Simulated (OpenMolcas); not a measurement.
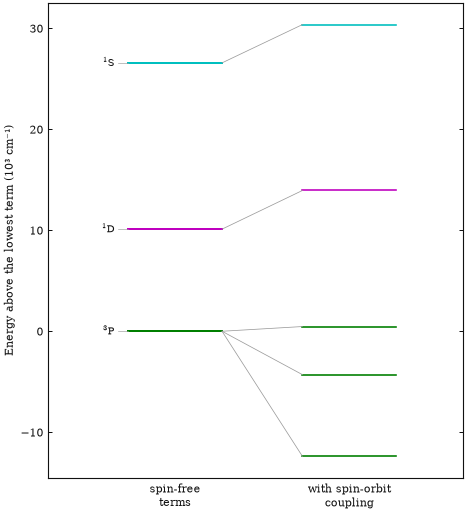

*Terms of Xe⁴⁺ (xenon, Z = 54) without and with spin-orbit coupling; the J values are left off.*

³P (at 0) splits over 12,900 cm⁻¹ into J = 0, 1, 2 from the bottom up (normal); ¹D (at 10,100 cm⁻¹) gives the one level J = 2; ¹S (at 26,600 cm⁻¹) gives the one level J = 0. The ground level lies 12,400 cm⁻¹ below the lowest term.

# Xe⁴⁺: multiconfigurational calculation

- system: Xe⁴⁺.
- method: state-averaged SS-CASPT2, IPEA shift 0.15, sigma2 shift 0.4 hartree, closed shells 4d 5s correlated, active space 2 electrons in the shell 5p, basis ANO-R2, X2C scalar Hamiltonian, spin-orbit coupling by RASSI with atomic mean-field integrals (OpenMolcas)

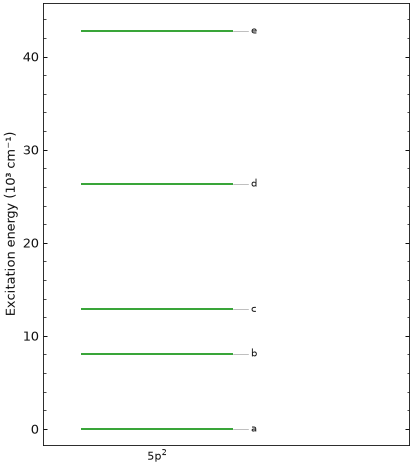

*The lowest computed levels of Xe⁴⁺, 5 of them lettered.*

a: 5p² ³P₀ at 0; b: 5p² ³P₁ at 8,090 cm⁻¹; c: 5p² ³P₂ at 12,900 cm⁻¹; d: 5p² ¹D₂ at 26,300 cm⁻¹; e: 5p² ¹S₀ at 42,800 cm⁻¹.

These pictures come from the run below.

**The input**
```
&GATEWAY
Coord
1

Xe 0.0 0.0 0.0
Basis=ANO-R2
Group=XYZ
NoMove
AngMom=0.0 0.0 0.0
AMFI
&SEWARD
&RASSCF
FileOrb=start.orb
Symmetry=1
Spin=3
nActEl=2 0 0
Inactive=15 9
Ras2=0 3
CIRoot=3 3 1
SDav=3
CIMx=300
Iter=120 100
PrWF=0.3
OrbListing=Nothing
MaxOrb=0
Atom
>>> COPY $Project.JobIph JOB001
&RASSCF
FileOrb=start.orb
Symmetry=1
Spin=1
nActEl=2 0 0
Inactive=15 9
Ras2=0 3
CIRoot=6 6 1
SDav=6
CIMx=300
Iter=120 100
PrWF=0.3
OrbListing=Nothing
MaxOrb=0
Atom
CIOnly
>>> COPY $Project.JobIph JOB002
&RASSI
NrOfJobIphs=2 3 6
1 2 3
1 2 3 4 5 6
IphNames
JOB001
JOB002
EJob
SpinOrbit
DIPRint=1.0
SOCoupling=1000.0
Subsets=2
MEES
Property=10
'ANGMOM' 1 'ANGMOM' 2 'ANGMOM' 3 'MLTPL  1' 1 'MLTPL  1' 2 'MLTPL  1' 3
'AMFI' 1 'AMFI' 2 'AMFI' 3 'MLTPL  2' 6
SOProperty=3
'ANGMOM' 1 'ANGMOM' 2 'ANGMOM' 3
>>> COPY JOB001 $Project.JobIph
&CASPT2
Multistate=3 1 2 3
Frozen=9 9
IPEA=0.15
Sig2=0.4
MaxIter=60
WThr=0.0 0.3 0.05
PrWF=0.5
NoMix
>>> COPY JOB002 $Project.JobIph
&CASPT2
Multistate=6 1 2 3 4 5 6
Frozen=9 9
IPEA=0.15
Sig2=0.4
MaxIter=60
WThr=0.0 0.3 0.05
PrWF=0.5
NoMix
```

The file start.orb holds starting orbitals from an earlier step. A driver script formed the levels outside the program, from RASSI's spin-orbit matrix and the CASPT2 energies (for multi-state variants, the effective Hamiltonian), averaged over the components of each term or state. The log and the time are those of the CASPT2 step.

Launched with:
```bash
OMP_NUM_THREADS=1 MOLCAS_MEM=2252 MOLCAS_PROJECT=a pymolcas a.inp > a.log  # once for each step of the input, in one work folder
```

**Output (extracts)**
```
--- CASPT2 ---
Orbital specifications:
      -----------------------

      Symmetry species                           1   2
                                                ag  au
      Frozen orbitals                            9   9
      Inactive orbitals                          6   0
      Active orbitals                            0   3
      Secondary orbitals                        21  20
      Deleted orbitals                           0   0
      Number of basis functions                 36  32
Type of calculation                        MS-CASPT2
      Fock operator                              state-specific
      IPEA shift                                 0.15
      Real shift                                 0.00
      Imaginary shift                            0.00
      Sigma^2 regularizer                        0.40
      The input orbitals will be transformed to quasi-canonical
Reference energy:       -7439.7353940086
      E2 (Non-variational):      -0.5219871299
      Shift correction:           0.0000000159
      E2 (Variational):          -0.5219871140
      Total energy:           -7440.2573811225
      Residual norm:              0.0000002284
      Reference weight:           0.92625
      Contributions to the CASPT2 correlation energy
      Active & Virtual Only:         -0.0055617046
      One Inactive Excited:          -0.0942182751
      Two Inactive Excited:          -0.4222071501
Reference energy:       -7439.7353940085
      E2 (Non-variational):      -0.5219871299
      Shift correction:           0.0000000159
      E2 (Variational):          -0.5219871140
      Total energy:           -7440.2573811225
      Residual norm:              0.0000002284
      Reference weight:           0.92625
      Contributions to the CASPT2 correlation energy
      Active & Virtual Only:         -0.0055617046
      One Inactive Excited:          -0.0942182751
      Two Inactive Excited:          -0.4222071501
::    CASPT2 Root  1     Total energy:  -7440.25738112
::    CASPT2 Root  2     Total energy:  -7440.25738112
::    CASPT2 Root  3     Total energy:  -7440.25738112
::    MS-CASPT2 Root  1     Total energy:  -7440.25738112
::    MS-CASPT2 Root  2     Total energy:  -7440.25738112
::    MS-CASPT2 Root  3     Total energy:  -7440.25738112
--- CASPT2 ---
Orbital specifications:
      -----------------------

      Symmetry species                           1   2
                                                ag  au
      Frozen orbitals                            9   9
      Inactive orbitals                          6   0
      Active orbitals                            0   3
      Secondary orbitals                        21  20
      Deleted orbitals                           0   0
      Number of basis functions                 36  32
Type of calculation                        MS-CASPT2
      Fock operator                              state-specific
      IPEA shift                                 0.15
      Real shift                                 0.00
      Imaginary shift                            0.00
      Sigma^2 regularizer                        0.40
      The input orbitals will be transformed to quasi-canonical
Reference energy:       -7439.6751246010
      E2 (Non-variational):      -0.5361943879
      Shift correction:          -0.0000003970
      E2 (Variational):          -0.5361947849
      Total energy:           -7440.2113193859
      Residual norm:              0.0000002756
      Reference weight:           0.91872
      Contributions to the CASPT2 correlation energy
      Active & Virtual Only:         -0.0154070354
      One Inactive Excited:          -0.0981208078
      Two Inactive Excited:          -0.4226665446
Reference energy:       -7439.6751246010
      E2 (Non-variational):      -0.5362581971
      Shift correction:          -0.0000003790
      E2 (Variational):          -0.5362585761
      Total energy:           -7440.2113831771
      Residual norm:              0.0000002775
      Reference weight:           0.91870
      Contributions to the CASPT2 correlation energy
      Active & Virtual Only:         -0.0154078880
      One Inactive Excited:          -0.0981239915
      Two Inactive Excited:          -0.4227263176
::    CASPT2 Root  1     Total energy:  -7440.21131939
::    CASPT2 Root  2     Total energy:  -7440.21138318
::    CASPT2 Root  3     Total energy:  -7440.21131351
::    CASPT2 Root  4     Total energy:  -7440.21137326
::    CASPT2 Root  5     Total energy:  -7440.21110025
::    CASPT2 Root  6     Total energy:  -7440.13627102
::    MS-CASPT2 Root  1     Total energy:  -7440.21148089
::    MS-CASPT2 Root  2     Total energy:  -7440.21143974
::    MS-CASPT2 Root  3     Total energy:  -7440.21129512
::    MS-CASPT2 Root  4     Total energy:  -7440.21124936
::    MS-CASPT2 Root  5     Total energy:  -7440.21108771
::    MS-CASPT2 Root  6     Total energy:  -7440.13620778
```

**Spin-orbit levels, grouped by J and assigned**

```csv
Configuration,Level,E (cm⁻¹),LS purity (%),Landé g
5p²,³P₀,0,91,–
5p²,³P₁,"8,092",100,1.501
5p²,³P₂,"12,860",72,1.359
5p²,¹D₂,"26,340",72,1.142
5p²,¹S₀,"42,760",91,–
```

**Summary**

```
                                 quantity                                                                 value
                                  outcome                                                             converged
                             lowest level                                                               5p² ³P₀
                      first excited level                                 5p² ³P₁, 8,092 cm⁻¹ (measured: 9,292)
      energy of the lowest spin-free term                                                   −7440.25738 hartree
    energy of the lowest spin-orbit level                                                   −7440.31384 hartree
                CASPT2 correlation energy                                                       −0.5220 hartree
largest spread among components of a term                                                             62.1 cm⁻¹
                  lowest reference weight                                                                 0.913
                                 hardware  1 thread of Arm Neoverse V1, 24 GiB of memory available, shared host
                                wall time                                                                 1.4 s
```

**Notes**

The components of ¹D, which symmetry makes degenerate, are split by 62 cm⁻¹ in CASPT2. This is an artefact; the levels of such states rest on averages and are uncertain by about as much. The run is of multi-state type; this report uses its single-state energies. Caveats: closed s shell leaves the highest p terms too high; only configurations of the active space are included.
